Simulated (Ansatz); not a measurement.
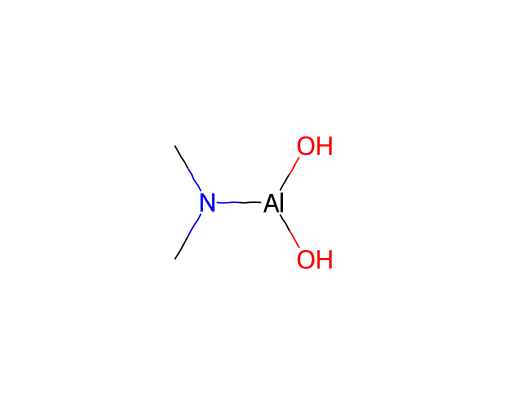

The drawing above gives the connectivity. Computed geometry: PBE0-D4/def2-TZVP optimisation.

What does the molecule look like in three dimensions?

The molecule is C₂H₈AlNO₂. SMILES: `C[N](C)[Al]([OH])[OH]`. This geometry has Cs symmetry. Coordination: 2 C tetrahedral; 1 N trigonal planar; 1 Al trigonal planar; 2 O bent.

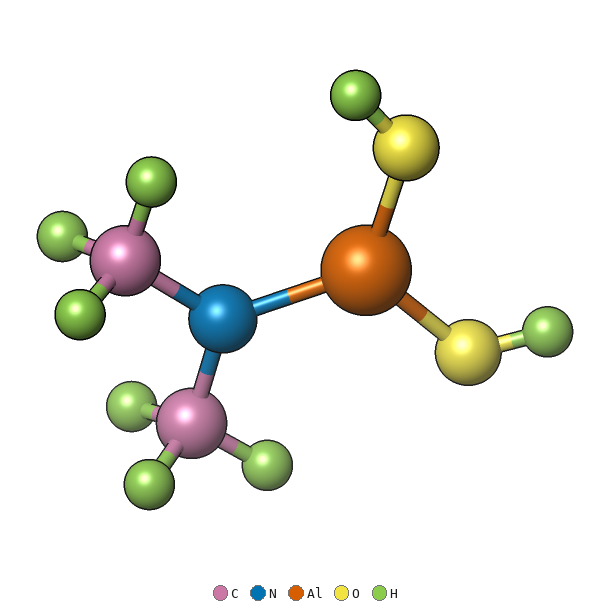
